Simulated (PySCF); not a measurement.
**Two runs on CH$_{9}$BOSi$_{2}$**

System: CH$_{9}$BOSi$_{2}$, SMILES BCO[SiH2][SiH3].
Method of run 1: GIAO PBE0/pcSseg-1 NMR shielding, non-relativistic, gas phase (PySCF 2.14.0).

The geometry comes from this level: PBE0-D3(BJ)/def2-SVP. Text and figures count atoms from 1; the logs count them from 0 in places.

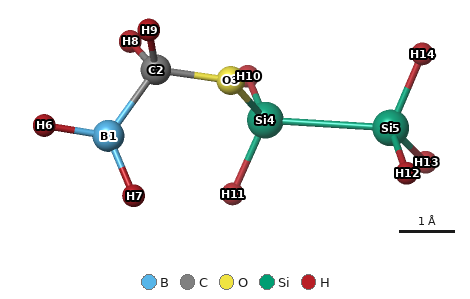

Fig. 1: The input geometry (ball-and-stick view, seen at a tilt; atoms are numbered from 1 in the order of the input).

**Input file, run 1**
```
{"job": {"kind": "nmr", "xc": "PBE0", "basis": "pcSseg-1", "pop": false}, "charge": 0, "multiplicity": 1}
B     -2.661613     0.290106     0.173456
C     -1.570765     1.056859    -0.627128
O     -0.244567     1.031669    -0.151825
Si     0.764687    -0.286653    -0.325405
Si     2.754732     0.253405     0.777295
H     -3.797544     0.333954    -0.240836
H     -2.416836    -0.309592     1.193563
H     -1.632584     0.777338    -1.702937
H     -1.916715     2.114152    -0.629549
H      1.001316    -0.570307    -1.780900
H      0.137875    -1.520004     0.257052
H      2.492686     0.499326     2.228021
H      3.721260    -0.881893     0.647665
H      3.365974     1.477417     0.175418
```

The first line tells a small driver script what to run in PySCF; the rest is the geometry in Å.

Launched with:
```bash
OMP_NUM_THREADS=1 python <driver script> task.json out
```

Hardware: 1 CPU thread, shared host.

**Output (run 1)**
```
coarse grid: 12088 points
cycle   1  E = -721.9930399589  dE =  7.181e-02  |g| = 6.299e-01  |ddm| = 3.128e+00
cycle   2  E = -721.8488151205  dE =  1.442e-01  |g| = 1.073e+00  |ddm| = 1.659e+00
cycle   3  E = -722.0664882084  dE = -2.177e-01  |g| = 6.248e-02  |ddm| = 1.227e+00
cycle   4  E = -722.0672596323  dE = -7.714e-04  |g| = 1.552e-02  |ddm| = 6.780e-02
cycle   5  E = -722.0673217718  dE = -6.214e-05  |g| = 4.422e-03  |ddm| = 2.112e-02
cycle   6  E = -722.0673270912  dE = -5.319e-06  |g| = 9.084e-04  |ddm| = 5.226e-03
final grid: 105824 points
cycle   7  E = -722.1041625689  dE = -1.409e-05  |g| = 8.812e-03  |ddm| = 1.651e-02
cycle   8  E = -722.1041482290  dE =  1.434e-05  |g| = 1.265e-02  |ddm| = 1.298e-02
cycle   9  E = -722.1041768131  dE = -2.858e-05  |g| = 1.210e-03  |ddm| = 8.546e-03
cycle  10  E = -722.1041771385  dE = -3.254e-07  |g| = 1.458e-04  |ddm| = 1.293e-03
cycle  11  E = -722.1041771428  dE = -4.299e-09  |g| = 3.418e-05  |ddm| = 1.388e-04
cycle  12  E = -722.1041771431  dE = -3.092e-10  |g| = 6.978e-06  |ddm| = 4.501e-05
converged SCF energy = -722.1041771431

GIAO shielding tensors (ppm)
atom      isotropic    diamagn.    paramagn.     s11        s22        s33       span
  0 B        9.653     193.159    -183.506    -73.361    -20.340    122.658    196.019
  1 C      107.354     242.536    -135.181     79.524     95.678    146.861     67.337
  2 O      328.701     398.298     -69.597    293.382    336.243    356.478     63.096
  3 Si     370.460     880.695    -510.236    288.155    348.534    474.690    186.535
  4 Si     459.606     880.179    -420.573    456.323    457.932    464.562      8.239
  5 H       23.635      28.048      -4.413     16.888     26.242     27.775     10.887
  6 H       23.194      29.005      -5.812     15.153     26.341     28.087     12.934
  7 H       26.791      28.158      -1.367     22.409     24.524     33.440     11.031
  8 H       26.748      26.790      -0.042     21.491     25.134     33.619     12.128
  9 H       26.189      29.890      -3.701     23.026     24.965     30.577      7.551
 10 H       26.004      30.619      -4.615     22.992     24.853     30.165      7.173
 11 H       27.623      29.110      -1.487     24.576     25.623     32.670      8.093
 12 H       27.944      28.444      -0.499     25.225     25.433     33.174      7.949
 13 H       27.643      28.736      -1.093     24.561     25.683     32.684      8.123
```

The input of run 2 differs as follows (lines with − go, lines with + come):
```diff
-"xc": "PBE0"
+"xc": "LC-wPBE"
```

How does run 2 compare with run 1?

The total energies belong to different methods, so their difference says nothing on which is more stable or more accurate. The HOMO goes from −7.84 to −10.60 eV. The LUMO goes from −1.56 to 0.79 eV. The dipole moment goes from 1.01 to 1.10 D. Of all shieldings, the largest change is that of O3, by +16.9 ppm. The functional changes from PBE0 to LC-wPBE. The SCF takes 13 iterations against 12.

**Output (run 2)**
```
coarse grid: 12088 points
cycle   1  E = -722.1084708148  dE =  1.314e-01  |g| = 6.797e-01  |ddm| = 3.072e+00
cycle   2  E = -722.1064175340  dE =  2.053e-03  |g| = 7.664e-01  |ddm| = 9.639e-01
cycle   3  E = -722.2037583481  dE = -9.734e-02  |g| = 5.253e-02  |ddm| = 5.404e-01
cycle   4  E = -722.2046878703  dE = -9.295e-04  |g| = 1.605e-02  |ddm| = 8.346e-02
cycle   5  E = -722.2047648169  dE = -7.695e-05  |g| = 3.570e-03  |ddm| = 2.727e-02
cycle   6  E = -722.2047702389  dE = -5.422e-06  |g| = 1.084e-03  |ddm| = 7.742e-03
final grid: 105824 points
cycle   7  E = -722.2550603703  dE = -3.210e-05  |g| = 5.177e-03  |ddm| = 2.026e-02
cycle   8  E = -722.2550616825  dE = -1.312e-06  |g| = 3.498e-03  |ddm| = 4.174e-03
cycle   9  E = -722.2550634893  dE = -1.807e-06  |g| = 8.954e-04  |ddm| = 2.289e-03
cycle  10  E = -722.2550634133  dE =  7.595e-08  |g| = 1.422e-04  |ddm| = 6.476e-04
cycle  11  E = -722.2550634225  dE = -9.220e-09  |g| = 5.752e-05  |ddm| = 3.697e-04
cycle  12  E = -722.2550634237  dE = -1.159e-09  |g| = 1.016e-05  |ddm| = 1.082e-04
cycle  13  E = -722.2550634238  dE = -7.913e-11  |g| = 1.703e-06  |ddm| = 4.669e-05
converged SCF energy = -722.2550634238

GIAO shielding tensors (ppm)
atom      isotropic    diamagn.    paramagn.     s11        s22        s33       span
  0 B        6.643     192.597    -185.954    -78.230    -28.100    126.259    204.490
  1 C      114.262     242.699    -128.437     87.141    103.291    152.355     65.213
  2 O      345.597     398.454     -52.857    311.049    352.123    373.618     62.570
  3 Si     375.276     880.565    -505.289    294.360    351.936    479.534    185.175
  4 Si     463.515     879.739    -416.223    460.980    461.804    467.762      6.782
  5 H       23.668      28.044      -4.376     16.866     26.419     27.718     10.852
  6 H       23.220      28.911      -5.691     15.104     26.359     28.196     13.092
  7 H       26.998      28.493      -1.494     22.413     24.894     33.688     11.275
  8 H       26.953      27.043      -0.090     21.528     25.463     33.868     12.341
  9 H       26.446      30.076      -3.630     23.257     25.230     30.852      7.595
 10 H       26.274      30.839      -4.564     23.271     25.105     30.447      7.177
 11 H       27.754      29.114      -1.359     24.659     25.737     32.867      8.209
 12 H       28.079      28.403      -0.324     25.297     25.534     33.408      8.111
 13 H       27.772      28.702      -0.930     24.633     25.810     32.872      8.239
```

**The two runs side by side**

| quantity | run 1 | run 2 |
| --- | --- | --- |
| outcome | converged | converged |
| total energy (hartree) | −722.104177 | −722.255063 |
| HOMO (eV) | −7.84 | −10.60 |
| LUMO (eV) | −1.56 | 0.79 |
| dipole moment (D) | 1.01 | 1.10 |
| shielding of B1 (ppm) | 9.7 | 6.6 |
| shielding of C2 (ppm) | 107.4 | 114.3 |
| shielding of O3 (ppm) | 328.7 | 345.6 |
| shielding of Si4 (ppm) | 370.5 | 375.3 |
| shielding of Si5 (ppm) | 459.6 | 463.5 |
| shielding of H10 (ppm) | 26.2 | 26.4 |
| shielding of H11 (ppm) | 26.0 | 26.3 |
| SCF iterations | 12 | 13 |
| basis functions | 144 | 144 |
| wall time (shared host) | 14 s | 24 s |
